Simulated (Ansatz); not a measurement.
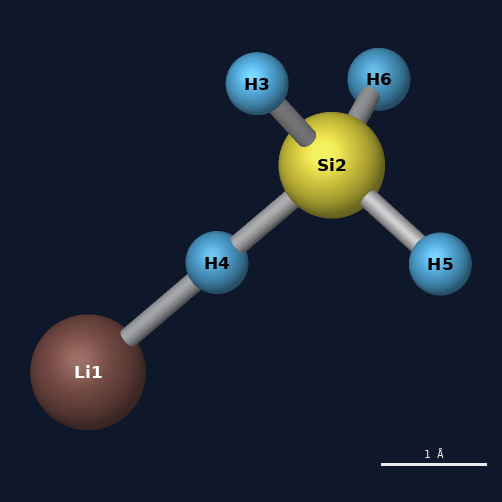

The atoms are numbered. State: charge +1, singlet. The computed structure is the end point of a PBE-D4/def2-SVP optimisation. No frequency run is at hand to confirm it as a minimum.

**What is the geometry at Si2?**

Si2 has 4 neighbours (H3 at 1.49, H4 at 1.55, H5 at 1.49, H6 at 1.49 Å); the arrangement is tetrahedral.

**Which bond is the longest?**

Li1–H4, 1.762 Å.
